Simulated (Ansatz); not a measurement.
## Run report: AlBH2F2, geometry relaxation

The run: geometry relaxation of AlBH2F2. Method and program: RKS PBE0-D4/def2-TZVP (Ansatz 0.2.0).

Figures and captions count atoms from 1; the log counts them from 0 in places.

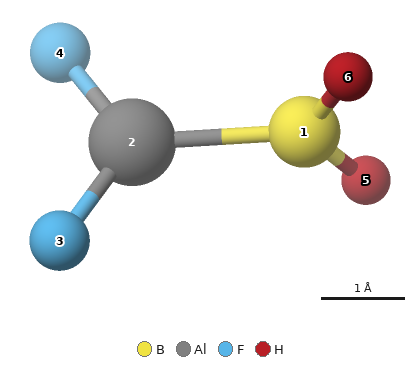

The structure as given in the input (ball-and-stick view, seen at a tilt; atoms are numbered from 1 in the order of the input). Sticks mark near contacts. Bond lengths as drawn: Al–B 2.11 Å, Al–F 1.68 Å and B–H 1.22 Å.

Input
```yaml
crystal:
  periodic: [false, false, false]
  atoms:
    - {symbol: B, position_ang: [-0.266091, 0.959254, 0.054605]}
    - {symbol: Al, position_ang: [1.031128, -0.531652, 0.794881]}
    - {symbol: F, position_ang: [0.933527, -2.125863, 0.284072]}
    - {symbol: F, position_ang: [2.219312, -0.192147, 1.928438]}
    - {symbol: H, position_ang: [-1.341616, 1.193936, 0.573721]}
    - {symbol: H, position_ang: [0.016248, 1.635671, -0.917012]}
basis:
  gaussian: {orbitals: def2-TZVP}
hamiltonian: {xc: pbe0, dispersion: d4}
relax: {f_tol: 0.005, max_steps: 200}
```

Machine: 2 threads of Intel Xeon @ 2.50GHz, 11 GiB of memory available, shared host.

Launch command:
```bash
ansatz run in.yaml --threads 2 --pin off --events-out ev --progress --plain --max-ram 4352MiB
```

Output
```
Functional definition: PBE0
  name "PBE0"
  cite "Adamo & Barone, J. Chem. Phys. 110, 6158 (1999) doi:10.1063/1.478522"
  cite "Perdew, Burke & Ernzerhof, Phys. Rev. Lett. 77, 3865 (1996) doi:10.1103/PhysRevLett.77.3865"
  parent pbe
  parameter a = 0.25
  parameter kappa = 0.804
  parameter beta = 0.06672455060314922
  exchange = (1 - a)*pbe_x(kappa = kappa, mu = beta*pi^2/3) + a*exact_x
  correlation = pbe_c(beta = beta)
848 factors; their error is unknown
mean field evaluation 1: about -12731.5606 eV, gradient 5.3e1 eV
mean field evaluation 2: about -12724.2534 eV, gradient 9.1e1 eV
mean field evaluation 4: about -12735.8914 eV, gradient 1.5e0 eV
mean field evaluation 8: about -12735.9289 eV, gradient 1.5e-1 eV
mean field evaluation 16: about -12735.9289 eV, gradient 6.1e-5 eV
mean field -12735.92889493 eV, -468.0367541661 hartree, gradient 6.1e-5 eV, S^2 0.000000; 0 other end points of the search recorded, 0 dependent functions left out
the calculation of the forces begins
reference -12735.92892923 eV, -468.0367554266 hartree; 19, 19 occupied and 123, 123 virtual orbitals, 848 factors
relax step   1: F+E_penalty+E_count = -12735.99700310 eV  Δ(F+E_penalty+E_count) = +0.000e0 eV  max|allowed force component| = 8.199e-1 eV/Å  Δτ_max = 0.0000 Å  (25 SCF iters, accepted)
these checks for a lower state are left out or cut short: starts, cluster_reference, orbital_swaps, neighbouring_geometries, increment
848 factors; their error is unknown
mean field -12735.95623239 eV, -468.0377587991 hartree, gradient 1.5e-5 eV, S^2 0.000000; 0 other end points of the search recorded, 0 dependent functions left out
the calculation of the forces begins
reference -12735.95626673 eV, -468.0377600611 hartree; 19, 19 occupied and 123, 123 virtual orbitals, 848 factors
relax step   2: F+E_penalty+E_count = -12736.02454361 eV  Δ(F+E_penalty+E_count) = -2.754e-2 eV  max|allowed force component| = 4.972e-1 eV/Å  Δτ_max = 0.0170 Å  (29 SCF iters, accepted)
these checks for a lower state are left out or cut short: starts, cluster_reference, orbital_swaps, neighbouring_geometries, increment
848 factors; their error is unknown
mean field -12735.96643459 eV, -468.0381337231 hartree, gradient 1.6e-5 eV, S^2 0.000000; 0 other end points of the search recorded, 0 dependent functions left out
the calculation of the forces begins
reference -12735.96646900 eV, -468.0381349876 hartree; 19, 19 occupied and 123, 123 virtual orbitals, 848 factors
relax step   3: F+E_penalty+E_count = -12736.03499686 eV  Δ(F+E_penalty+E_count) = -1.045e-2 eV  max|allowed force component| = 2.271e-2 eV/Å  Δτ_max = 0.0179 Å  (28 SCF iters, accepted)
these checks for a lower state are left out or cut short: starts, cluster_reference, orbital_swaps, neighbouring_geometries, increment
848 factors; their error is unknown
mean field evaluation 32: about -12735.9665 eV, gradient 8.5e-2 eV
mean field -12735.96647195 eV, -468.0381350960 hartree, gradient 2.3e-5 eV, S^2 0.000000; 0 other end points of the search recorded, 0 dependent functions left out
the calculation of the forces begins
reference -12735.96650635 eV, -468.0381363602 hartree; 19, 19 occupied and 123, 123 virtual orbitals, 848 factors
relax step   4: F+E_penalty+E_count = -12736.03503778 eV  Δ(F+E_penalty+E_count) = -4.091e-5 eV  max|allowed force component| = 2.041e-2 eV/Å  Δτ_max = 0.0015 Å  (22 SCF iters, accepted)
these checks for a lower state are left out or cut short: starts, cluster_reference, orbital_swaps, neighbouring_geometries, increment
848 factors; their error is unknown
mean field -12735.96563992 eV, -468.0381045194 hartree, gradient 2.0e-5 eV, S^2 0.000000; 0 other end points of the search recorded, 0 dependent functions left out
the calculation of the forces begins
reference -12735.96567430 eV, -468.0381057830 hartree; 19, 19 occupied and 123, 123 virtual orbitals, 848 factors
relax step   5: F+E_penalty+E_count = -12736.03420230 eV  Δ(F+E_penalty+E_count) = +8.355e-4 eV  max|allowed force component| = 7.614e-2 eV/Å  Δτ_max = 0.0199 Å  (28 SCF iters, rejected (line search))
these checks for a lower state are left out or cut short: starts, cluster_reference, orbital_swaps, neighbouring_geometries, increment
848 factors; their error is unknown
mean field -12735.96660920 eV, -468.0381401397 hartree, gradient 1.6e-5 eV, S^2 0.000000; 0 other end points of the search recorded, 0 dependent functions left out
the calculation of the forces begins
reference -12735.96664358 eV, -468.0381414035 hartree; 19, 19 occupied and 123, 123 virtual orbitals, 848 factors
relax step   6: F+E_penalty+E_count = -12736.03517091 eV  Δ(F+E_penalty+E_count) = -1.331e-4 eV  max|allowed force component| = 2.382e-3 eV/Å  Δτ_max = 0.0068 Å  (28 SCF iters, accepted)
848 factors; their error is unknown
mean field evaluation 64: about -12735.9666 eV, gradient 2.1e-3 eV
```

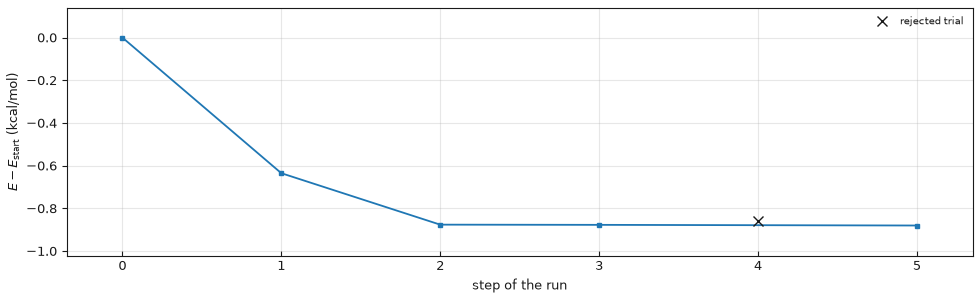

Progress of the relaxation, step by step (the first geometry is step 0 here and step 1 in the log).

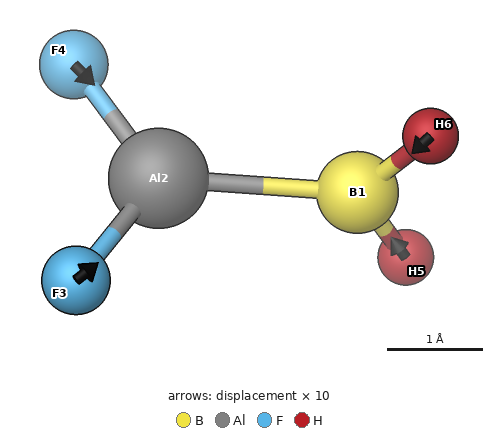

The starting structure with the displacements as black arrows, magnified 10 times (ball-and-stick view, seen at a tilt). The two geometries are laid on each other by the best rigid fit. The energy falls by 0.88 kcal/mol in 5 geometry steps. Largest force component: 0.82 eV/Å at the start, 0.0024 eV/Å at the end. The line search rejected the trial step at point 4 (counted from 0) and went back. The largest moves after the best rigid fit, 0.032 Å, are those of F3 and F4. Largest moves by element: F 0.032 Å, H 0.028 Å, B 0.006 Å, Al 0.004 Å. Among the contacts that change: Al2–F3 1.677 → 1.646 Å, B1–H5 1.217 → 1.196 Å. (Atoms are counted from 1 in the order of the input.)

```
mean field -12735.96660920 eV, -468.0381401397 hartree, gradient 2.0e-5 eV, S^2 0.000000; 1 other end points of the search recorded, 0 dependent functions left out
the calculation of the forces begins
reference -12735.96664358 eV, -468.0381414035 hartree; 19, 19 occupied and 123, 123 virtual orbitals, 848 factors
Total energy: -12736.03520529 eV, -468.0406609998 hartree
Atom 0 at    -0.262527     0.955074     0.056746 Å, force     0.001577    -0.001819     0.000599 eV/Å
Atom 1 at     1.033794    -0.534862     0.796286 Å, force    -0.002382     0.002318    -0.000819 eV/Å
Atom 2 at     0.933924    -2.094441     0.279917 Å, force     0.000986    -0.000390    -0.000033 eV/Å
Atom 3 at     2.190004    -0.190130     1.915768 Å, force     0.000189    -0.000668     0.000249 eV/Å
Atom 4 at    -1.313420     1.193168     0.575647 Å, force     0.001303     0.001142    -0.001198 eV/Å
Atom 5 at     0.010733     1.610390    -0.905658 Å, force    -0.001673    -0.000582     0.001201 eV/Å
Dipole moment:    -0.263066     0.302657    -0.150269 e Å
```

Trajectory as extended XYZ (Å, eV, eV/Å), 6 frames, from step=1 to step=6
```
6
Properties=species:S:1:pos:R:3:forces:R:3 step=1 energy=-12735.99700
B    -0.2661    0.9593    0.0546   -0.2952   0.3393  -0.1684
Al    1.0311   -0.5317    0.7949    0.5570  -0.6413   0.3186
F     0.9335   -2.1259    0.2841    0.0314   0.8199   0.2438
F     2.2193   -0.1921    1.9284   -0.6150  -0.1486  -0.5775
H    -1.3416    1.1939    0.5737    0.4293  -0.0961  -0.2006
H     0.0162    1.6357   -0.9170   -0.1076  -0.2732   0.3842
6
Properties=species:S:1:pos:R:3:forces:R:3 step=2 energy=-12736.02454
B    -0.2651    0.9580    0.0552   -0.0945   0.1077  -0.0526
Al    1.0299   -0.5308    0.7947    0.3608  -0.4126   0.2029
F     0.9322   -2.1116    0.2837    0.0159   0.4972   0.1467
F     2.2072   -0.1905    1.9205   -0.3738  -0.0873  -0.3492
H    -1.3255    1.1907    0.5702    0.1208  -0.0270  -0.0550
H     0.0139    1.6233   -0.9056   -0.0292  -0.0781   0.1070
6
Properties=species:S:1:pos:R:3:forces:R:3 step=3 energy=-12736.03500
B    -0.2631    0.9561    0.0561    0.0128  -0.0063  -0.0035
Al    1.0348   -0.5327    0.7929   -0.0134  -0.0062   0.0183
F     0.9324   -2.0948    0.2874   -0.0066  -0.0216  -0.0227
F     2.1915   -0.1932    1.9122    0.0194   0.0198   0.0142
H    -1.3161    1.1884    0.5722   -0.0068   0.0046   0.0025
H     0.0130    1.6154   -0.9021   -0.0055   0.0096  -0.0089
6
Properties=species:S:1:pos:R:3:forces:R:3 step=4 energy=-12736.03504
B    -0.2624    0.9553    0.0562    0.0046   0.0058  -0.0081
Al    1.0352   -0.5328    0.7930   -0.0106  -0.0086   0.0195
F     0.9314   -2.0944    0.2863   -0.0031  -0.0204  -0.0193
F     2.1912   -0.1921    1.9129    0.0178   0.0153   0.0115
H    -1.3153    1.1882    0.5725   -0.0051   0.0021   0.0032
H     0.0124    1.6151   -0.9022   -0.0035   0.0058  -0.0067
6
Properties=species:S:1:pos:R:3:forces:R:3 step=5 energy=-12736.03420 accepted=F
B    -0.2627    0.9550    0.0578   -0.0316  -0.0103   0.0276
Al    1.0235   -0.5379    0.8083    0.0625   0.0230  -0.0761
F     0.9373   -2.0930    0.2765   -0.0203  -0.0093   0.0201
F     2.1963   -0.1890    1.9087   -0.0158  -0.0042   0.0272
H    -1.3161    1.1938    0.5709   -0.0080   0.0112  -0.0022
H     0.0141    1.6104   -0.9036    0.0132  -0.0103   0.0034
6
Properties=species:S:1:pos:R:3:forces:R:3 step=6 energy=-12736.03517
B    -0.2625    0.9551    0.0567    0.0016  -0.0018   0.0006
Al    1.0338   -0.5349    0.7963   -0.0024   0.0023  -0.0008
F     0.9339   -2.0944    0.2799    0.0010  -0.0004   0.0000
F     2.1900   -0.1901    1.9158    0.0002  -0.0007   0.0002
H    -1.3134    1.1932    0.5756    0.0013   0.0011  -0.0012
H     0.0107    1.6104   -0.9057   -0.0017  -0.0006   0.0012
```

Summary

| quantity | value |
| --- | --- |
| outcome | converged |
| total energy | −12736.0352 eV |
| mean-field energy | −12735.9666 eV |
| dispersion energy | −0.0686 eV |
| SCF solution under orbital rotations | stable |
| largest force (length of the vector) at the end | 0.003 eV/Å |
| dipole moment | 2.06 D |
| wall time | 26 s (CPU time 47 s) |
| peak memory | 0.25 GiB |
